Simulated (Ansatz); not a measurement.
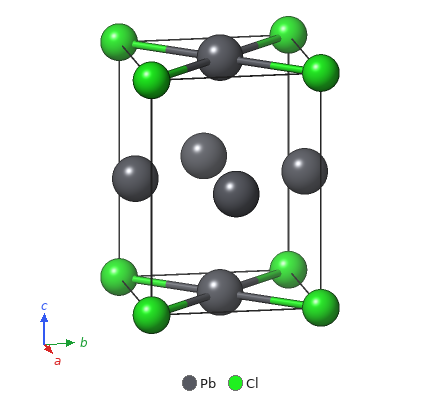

The structure; the drawing may span several cells.

Given this structure, coordinates from a relaxation with DFT, PAW plane waves, r2scan (Ansatz); the starting structure was generated, so it need not be a known form of this composition, written in its standard cell:

```
Pb Cl
1.0
     4.44014    0.00000    0.00000
     0.00000    4.44014    0.00000
     0.00000    0.00000    6.20684
Pb Cl
3 1
Direct
  0.50000 0.50000 0.00000
  0.00000 0.50000 0.50000
  0.50000 0.00000 0.50000
  0.00000 0.00000 0.00000
```

### Predict the [210] zone-axis pattern (100 kV, kinematic, B = 0.5 Å²).

The spots form a rectangular net whose two shortest vectors correspond to d = 6.21 Å and 1.99 Å, 90.0° apart. They are 0 0 1 and 1 -2 0 (weak). The pattern has symmetry 2mm. No reflection of this zone is absent.

Strongest reflections with d > 0.80 Å, one of each family (|F|² from tabulated Gaussian fits of the electron scattering factors, times a small damping for the curvature of the Ewald sphere):

```csv
hkl,d (Å),I (strongest = 100)
0 0 2,3.103,100
0 0 4,1.552,31
0 0 6,1.034,11
2 -4 0,0.993,10
2 -4 2,0.946,8
2 -4 4,0.836,6
```

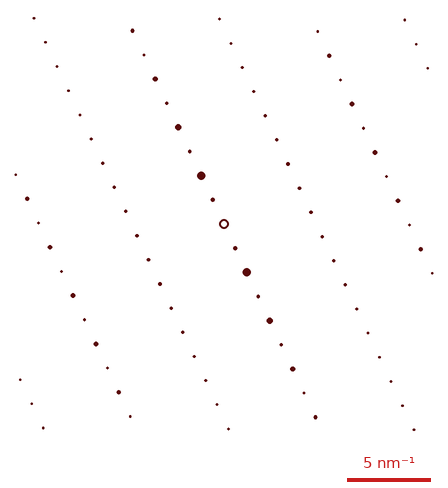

Calculated pattern, seen from the source side with [210] pointing towards the source.
